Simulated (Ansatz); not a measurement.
Run report: BNH5F, molecular dynamics (part 3 of 3)

Continued. System: BNH5F. Method: RKS PBE/def2-TZVP (Ansatz 0.2.0). It belongs to a series of runs on one base structure; here: dynamics from the highest image of the converged band.

Geometry of the input (Å):
```
B  0.0397  -0.4035  -0.0425
F  -0.2913  0.2787  1.6410
H  1.0691  0.1335  -0.3404
H  -0.9868  -0.1770  -0.6190
N  0.1475  -1.7471  0.6383
H  -0.5837  -2.4347  0.4728
H  1.0623  -2.1873  0.7041
H  -0.1332  -0.8022  1.6438
```

### Output, continued
```
md step   199: t =    99.50 fs  T =   531.4 K  F+E_penalty+E_count = -4961.85350006 eV  E_kin = 0.412150 eV  conserved = -4961.44135023 eV  (31 SCF iters)
these checks for a lower state are left out or cut short: starts, cluster_reference, orbital_swaps, neighbouring_geometries, increment
700 factors; their error is unknown
mean field -4961.85811029 eV, -182.3449222850 hartree, gradient 2.0e-5 eV, S^2 0.000000; 0 other end points of the search recorded, 0 dependent functions left out
the calculation of the forces begins
reference -4961.85814694 eV, -182.3449236318 hartree; 13, 13 occupied and 110, 110 virtual orbitals, 700 factors
700 factors; their error is unknown
mean field evaluation 1600: about -4961.8581 eV, gradient 1.1e-5 eV
mean field -4961.85811029 eV, -182.3449222850 hartree, gradient 2.0e-5 eV, S^2 0.000000; 1 other end points of the search recorded, 0 dependent functions left out
the calculation of the forces begins
reference -4961.85814694 eV, -182.3449236318 hartree; 13, 13 occupied and 110, 110 virtual orbitals, 700 factors
md step   200: t =   100.00 fs  T =   537.1 K  F+E_penalty+E_count = -4961.85811029 eV  E_kin = 0.416564 eV  conserved = -4961.44154658 eV  (47 SCF iters)
```

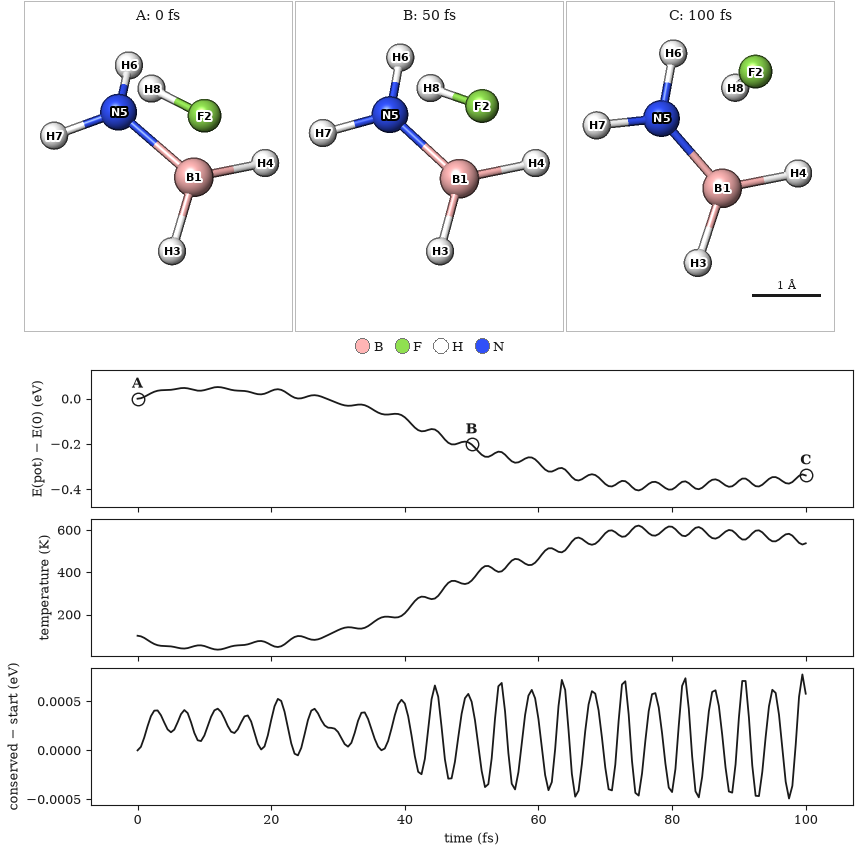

Frames of the molecular dynamics (ball-and-stick, seen at a tilt) above the curves, on which the letters mark them. The trajectory kept here has 201 frames over 100 fs. The temperature starts at 100 K, ranges from 34 to 621 K and averages 539 K over the second half. The potential energy ends 0.338 eV below its first value. The conserved quantity stays within 0.0013 eV. After an unweighted best fit of the last frame on the first, the root-mean-square displacement is 0.65 Å, and F2 has moved furthest (1.32 Å).

```
Total energy: -4961.85814694 eV, -182.3449236318 hartree
Atom 0 at     0.241548    -1.020421    -0.772132 Å, force     0.183744     0.722212    -0.573990 eV/Å
Atom 1 at    -0.478893     0.762104     2.375542 Å, force    -0.332782     1.202567     1.158798 eV/Å
Atom 2 at     1.306110    -0.568821    -1.118334 Å, force    -0.106586    -0.021788     0.006707 eV/Å
Atom 3 at    -0.793895    -0.673948    -1.281158 Å, force     0.041666    -0.138589     0.010484 eV/Å
Atom 4 at     0.230302    -1.903297     0.286880 Å, force    -1.074666    -0.894964     0.850466 eV/Å
Atom 5 at    -0.610633    -2.416958     0.603478 Å, force     0.460806     0.484692    -0.260427 eV/Å
Atom 6 at     1.050067    -2.250029     0.758961 Å, force     0.453185    -0.031117     0.061020 eV/Å
Atom 7 at    -0.304043     0.117966     1.760807 Å, force     0.374634    -1.323013    -1.253058 eV/Å
Dipole moment:     0.087002    -0.648359    -0.033648 e Å
```

### Trajectory as extended XYZ (Å, eV, eV/Å), 12 of the 201 frames kept, from step=0 to step=200
```
8
Properties=species:S:1:pos:R:3:forces:R:3 step=0 time_fs=0.0 energy=-4961.51968 temperature=100.0
B     0.0397   -0.4035   -0.0425   -0.0096   0.0026   0.0244
F    -0.2913    0.2787    1.6410   -0.0003  -0.0101  -0.0119
H     1.0691    0.1335   -0.3404    0.0056   0.0006  -0.0051
H    -0.9868   -0.1770   -0.6190    0.0012   0.0034  -0.0075
N     0.1475   -1.7471    0.6383    0.0024   0.0178  -0.0214
H    -0.5837   -2.4347    0.4728    0.0080  -0.0136   0.0068
H     1.0623   -2.1873    0.7041   -0.0061  -0.0134  -0.0008
H    -0.1332   -0.8022    1.6438   -0.0012   0.0129   0.0156
8
Properties=species:S:1:pos:R:3:forces:R:3 step=18 time_fs=9.0 energy=-4961.48413 temperature=54.3
B     0.0349   -0.4071   -0.0444    0.3461  -0.2152  -0.1245
F    -0.2874    0.2863    1.6504   -0.0792  -0.1782  -0.0858
H     1.0991    0.0699   -0.3577   -0.2895   0.1958   0.0465
H    -1.0079   -0.2059   -0.6024    0.0896   0.1113  -0.0408
N     0.1488   -1.7496    0.6220   -0.4958   0.1948   0.2419
H    -0.5513   -2.4656    0.4486    0.0529  -0.0473   0.0008
H     1.0647   -2.1284    0.8184    0.2209  -0.2151  -0.0822
H    -0.2164   -0.8066    1.6227    0.1549   0.1540   0.0441
8
Properties=species:S:1:pos:R:3:forces:R:3 step=36 time_fs=18.0 energy=-4961.49969 temperature=74.3
B     0.0430   -0.4270   -0.0553   -0.0708  -0.0795  -0.3623
F    -0.2869    0.2905    1.6583   -0.1264   0.3790   0.2587
H     1.0385    0.1622   -0.3591    0.1467  -0.0517   0.1034
H    -0.9847   -0.1722   -0.6141   -0.0788  -0.0975  -0.0210
N     0.1414   -1.7507    0.6192   -0.1792  -0.0737  -0.1343
H    -0.5034   -2.5114    0.4210   -0.1955   0.1942  -0.0177
H     1.0488   -2.1277    0.8346    0.5593  -0.1525  -0.0161
H    -0.2070   -0.7394    1.6552   -0.0553  -0.1184   0.1893
8
Properties=species:S:1:pos:R:3:forces:R:3 step=55 time_fs=27.5 energy=-4961.51038 temperature=88.4
B     0.0498   -0.4507   -0.0873   -0.2235  -0.1027   0.2789
F    -0.2923    0.3085    1.6774   -0.1449  -0.6247   0.5207
H     1.0290    0.1978   -0.2936    0.2174  -0.1337  -0.1413
H    -0.9873   -0.2065   -0.6416    0.0316  -0.0679  -0.0279
N     0.1463   -1.7598    0.6166   -0.2669   0.4998  -0.4026
H    -0.5527   -2.4607    0.3893    0.0545  -0.1301   0.0935
H     1.0670   -2.1445    0.7501    0.3594  -0.3636   0.0568
H    -0.2020   -0.7325    1.7527   -0.0275   0.9229  -0.3781
8
Properties=species:S:1:pos:R:3:forces:R:3 step=73 time_fs=36.5 energy=-4961.58666 temperature=186.4
B     0.0548   -0.4872   -0.1136    0.3601  -0.1834  -0.2251
F    -0.3067    0.3375    1.7160   -0.1945   0.0516   0.4613
H     1.0868    0.1079   -0.2954   -0.2048   0.0054  -0.1389
H    -0.9849   -0.2679   -0.6766    0.0968   0.1621   0.0856
N     0.1605   -1.7604    0.5892   -0.7496  -0.3304  -0.4035
H    -0.5725   -2.4500    0.4300   -0.0915   0.0789   0.0932
H     1.0385   -2.2371    0.6639    0.7426  -0.0925   0.1919
H    -0.1926   -0.6469    1.7705    0.0408   0.3083  -0.0645
8
Properties=species:S:1:pos:R:3:forces:R:3 step=91 time_fs=45.5 energy=-4961.68200 temperature=309.6
B     0.0782   -0.5414   -0.1556    0.1946  -0.0646  -0.7138
F    -0.3299    0.3810    1.7736   -0.3171   1.5040   0.4767
H     1.0959    0.0489   -0.3985   -0.0157  -0.0196   0.0809
H    -0.9570   -0.2254   -0.6645   -0.1047   0.0118   0.0871
N     0.1696   -1.7866    0.5423   -0.8202   0.2050  -0.3343
H    -0.6198   -2.4310    0.5380    0.2017  -0.0311   0.0459
H     1.0584   -2.2220    0.6673    0.6588  -0.4597   0.2403
H    -0.1440   -0.5389    1.7666    0.2027  -1.1459   0.1171
8
Properties=species:S:1:pos:R:3:forces:R:3 step=109 time_fs=54.5 energy=-4961.75527 temperature=404.7
B     0.1080   -0.5966   -0.2402   -0.2611  -0.4931   0.0345
F    -0.3563    0.4379    1.8499   -0.4923   2.0091   0.6000
H     1.1176   -0.0116   -0.4751    0.2210   0.0059  -0.0462
H    -0.9581   -0.1890   -0.5962   -0.0365  -0.1317  -0.1575
N     0.1784   -1.8233    0.4882   -0.6733   0.3570  -0.2543
H    -0.6067   -2.4529    0.6669    0.0577   0.2904  -0.1826
H     1.0461   -2.2409    0.7520    0.7697  -0.3037   0.1235
H    -0.1087   -0.4431    1.7826    0.4147  -1.7339  -0.1175
8
Properties=species:S:1:pos:R:3:forces:R:3 step=127 time_fs=63.5 energy=-4961.82493 temperature=494.5
B     0.1305   -0.6685   -0.3300    0.0268  -0.2168   0.1361
F    -0.3828    0.5045    1.9443   -0.5286   1.8616   0.6647
H     1.1755   -0.1246   -0.5675   -0.1019   0.0265  -0.1333
H    -0.9570   -0.2533   -0.6301    0.1589  -0.0757  -0.1996
N     0.1957   -1.8551    0.4361   -1.0877   0.3727  -0.0416
H    -0.6347   -2.3974    0.6974    0.3141   0.1485  -0.1778
H     1.0472   -2.2544    0.7703    0.7201  -0.3796   0.1440
H    -0.1210   -0.3517    1.7666    0.4982  -1.7372  -0.3926
8
Properties=species:S:1:pos:R:3:forces:R:3 step=145 time_fs=72.5 energy=-4961.88202 temperature=568.1
B     0.1574   -0.7496   -0.4172    0.2231   0.2743  -0.7138
F    -0.4086    0.5740    2.0505   -0.4738   1.6118   0.7802
H     1.1910   -0.2231   -0.7464   -0.0837  -0.0365   0.0907
H    -0.9062   -0.3639   -0.8102   -0.0549   0.0307   0.0584
N     0.2083   -1.8778    0.3963   -1.1566   0.0513   0.2631
H    -0.6478   -2.3797    0.6635    0.4991   0.0556  -0.1005
H     1.0600   -2.3015    0.7043    0.5580  -0.3553   0.2749
H    -0.1667   -0.2367    1.7106    0.4887  -1.6319  -0.6531
8
Properties=species:S:1:pos:R:3:forces:R:3 step=164 time_fs=82.0 energy=-4961.88416 temperature=570.9
B     0.1918   -0.8250   -0.5515   -0.1357  -0.6599   0.2456
F    -0.4343    0.6440    2.1661   -0.4213   1.4731   0.9887
H     1.2174   -0.3176   -0.8976    0.1292  -0.0035   0.0685
H    -0.8702   -0.4675   -0.9669   -0.1137   0.0865   0.0115
N     0.2136   -1.9004    0.3741   -0.8375   0.3494  -0.4152
H    -0.6093   -2.4661    0.6230    0.2701   0.4558  -0.1901
H     1.0573   -2.3602    0.6593    0.6516  -0.1040   0.2571
H    -0.2239   -0.0911    1.6742    0.4573  -1.5973  -0.9661
8
Properties=species:S:1:pos:R:3:forces:R:3 step=182 time_fs=91.0 energy=-4961.87193 temperature=555.1
B     0.2174   -0.9249   -0.6733   -0.1829  -0.0015   0.4967
F    -0.4572    0.7056    2.2731   -0.3744   1.3506   1.1330
H     1.2668   -0.4382   -0.9803    0.0572   0.0255  -0.1218
H    -0.8482   -0.5398   -1.0852    0.1218  -0.1075  -0.1048
N     0.2225   -1.9067    0.3394   -0.9700   0.2162  -0.6004
H    -0.6249   -2.4524    0.5583    0.5934   0.3075   0.0619
H     1.0837   -2.3004    0.6739    0.3376  -0.2979   0.3217
H    -0.2710    0.0277    1.6993    0.4172  -1.4929  -1.1863
8
Properties=species:S:1:pos:R:3:forces:R:3 step=200 time_fs=100.0 energy=-4961.85811 temperature=537.1
B     0.2415   -1.0204   -0.7721    0.1837   0.7222  -0.5740
F    -0.4789    0.7621    2.3755   -0.3328   1.2026   1.1588
H     1.3061   -0.5688   -1.1183   -0.1066  -0.0218   0.0067
H    -0.7939   -0.6739   -1.2812    0.0417  -0.1386   0.0105
N     0.2303   -1.9033    0.2869   -1.0747  -0.8950   0.8505
H    -0.6106   -2.4170    0.6035    0.4608   0.4847  -0.2604
H     1.0501   -2.2500    0.7590    0.4532  -0.0311   0.0610
H    -0.3040    0.1180    1.7608    0.3746  -1.3230  -1.2531
```
